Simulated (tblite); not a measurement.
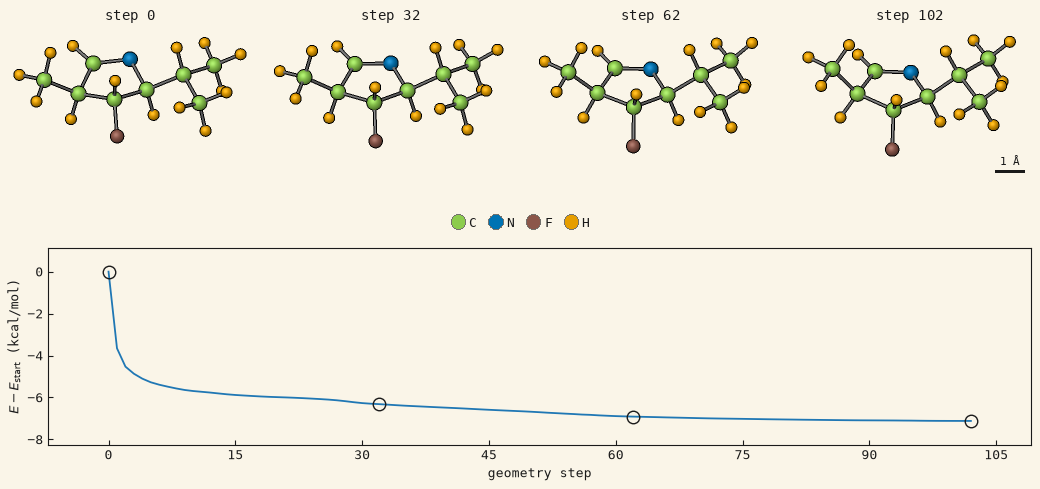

Frames of a relaxation of C8H14FN, marked on the history of the run. Style: ball-and-stick. Shown from a free direction.

Computed with GFN2-xTB geometry optimisation, gas phase in tblite 0.8.0. 

Q: Describe the path.

A: The energy falls by 7.12 kcal/mol in 102 geometry steps. An H atom moves most after the best rigid fit: 0.71 Å. Largest moves by element: H 0.71 Å, F 0.68 Å, N 0.50 Å, C 0.49 Å. Near-neighbour distances that change, for instance: C–N 1.506 → 1.445 Å, C–N 1.293 → 1.256 Å, C–C 1.506 → 1.537 Å, C–H 1.107 → 1.078 Å. Bond angles that change, for instance: C–N–C 104.2° → 110.9°, C–C–H 112.7° → 109.2°, H–C–H 106.4° → 109.2°. Groups turn about C–C by about 25°, C–C by about 25°. The run took 2.4 s on 1 thread of Intel(R) Xeon(R) Processor @ 2.70GHz, on a shared host. From step 0 to 32: an H atom moves most (0.24 Å), energy −6.32 kcal/mol. From step 32 to 62: an H atom moves most (0.38 Å), energy −0.59 kcal/mol. From step 62 to 102: an H atom moves most (0.29 Å), energy −0.21 kcal/mol.

| step | E − E(0), kcal/mol |
| --- | --- |
| 0 | 0.00 |
| 1 | -3.66 |
| 2 | -4.53 |
| 3 | -4.87 |
| 4 | -5.10 |
| 5 | -5.28 |
| 6 | -5.39 |
| 7 | -5.48 |
| 8 | -5.57 |
| 9 | -5.64 |
| 10 | -5.69 |
| 15 | -5.88 |
| 20 | -5.98 |
| 25 | -6.08 |
| 29 | -6.23 |
| 34 | -6.37 |
| 39 | -6.47 |
| 44 | -6.57 |
| 49 | -6.66 |
| 54 | -6.77 |
| 58 | -6.85 |
| 63 | -6.92 |
| 68 | -6.97 |
| 73 | -7.01 |
| 78 | -7.04 |
| 83 | -7.06 |
| 87 | -7.08 |
| 92 | -7.09 |
| 97 | -7.11 |
| 102 | -7.12 |
